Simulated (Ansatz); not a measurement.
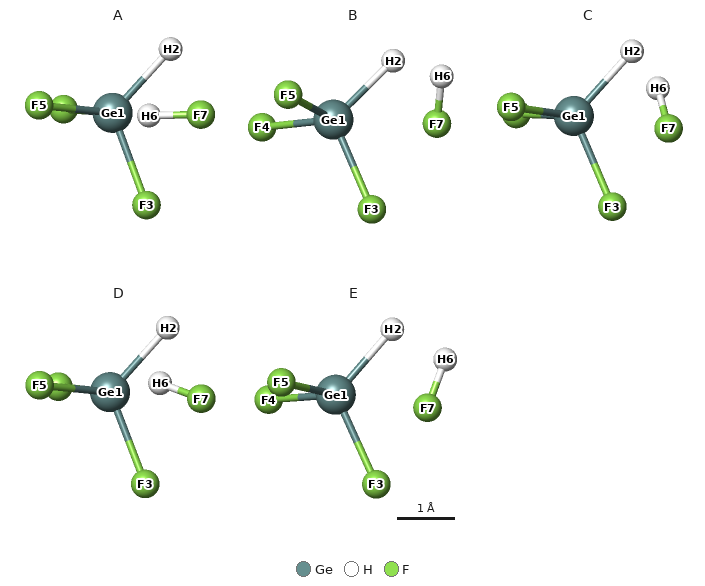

5 geometries from one relaxation of GeH₂F₄, in shuffled order. A ball-and-stick model, seen from a free direction.

The run prepares an end point of a later path (reaction) calculation, from a guessed geometry.

Computed with Ansatz, RKS BLYP-D4/def2-SVP. Set-up: no spin polarisation; force threshold 0.03 eV/Å; at most 50 steps.

Question: Put them in the order of the run, from the start to the converged end.

Answer: B, E, C, D, A. They are steps 0, 5, 8, 13, 20, at +36.1 kJ/mol, +24.4 kJ/mol, +18.8 kJ/mol, +6.28 kJ/mol relative to the last. The energy falls by 36.1 kJ/mol in 17 accepted moves (20 points after the start). The largest force component goes from 1 to 0.005 eV/Å. The line search rejected the trial steps at points 1, 9, 16 of the run. H6 moves most after the best rigid fit: 1.28 Å. Largest moves by element: H 1.28 Å, F 0.77 Å, Ge 0.28 Å. Near-neighbour distances that change, for instance: Ge1–F7 3.064 → 2.740 Å, Ge1–F4 1.737 → 1.773 Å, H6–F7 0.918 → 0.949 Å, Ge1–H2 1.521 → 1.528 Å. Bond angles that change, for instance: H2–Ge1–F3 112.7° → 116.4°, F4–Ge1–F5 106.0° → 102.7°. The run took 17 s on 2 threads of Intel(R) Xeon(R) 6975P-C (Granite Rapids) (shared host), peak memory 0.15 GiB.
